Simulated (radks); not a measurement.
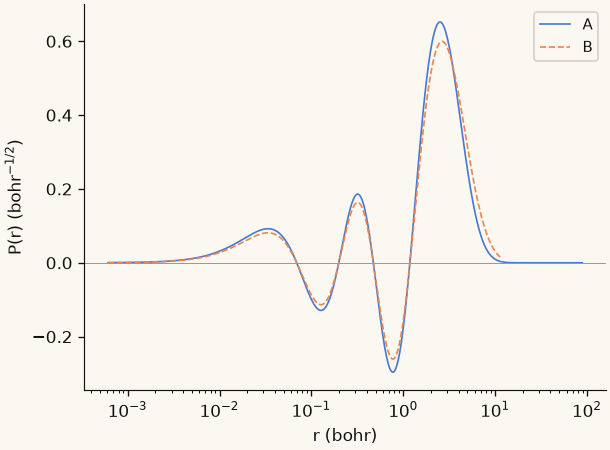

The neutral lead atom was computed in two configurations: [Xe] 4f14 5d10 6s2 6p1 6f1; [Xe] 4f14 5d10 6s2 6p2. Computed with the in-house radial solver radks: scalar-relativistic Kohn-Sham, PBEsol, spin-unpolarised, spherical densities, finite nucleus.

The plot shows P(r) = r R(r) of the 6p orbital in both runs (large components where relativistic).

**Which curve belongs to which run?**

A is [Xe] 4f14 5d10 6s2 6p1 6f1 (⟨r⟩ = 3.00 bohr, eigenvalue −8.71 eV); B is [Xe] 4f14 5d10 6s2 6p2 (⟨r⟩ = 3.35 bohr, eigenvalue −3.52 eV). The orbital is smaller where the other electrons screen the nucleus less.
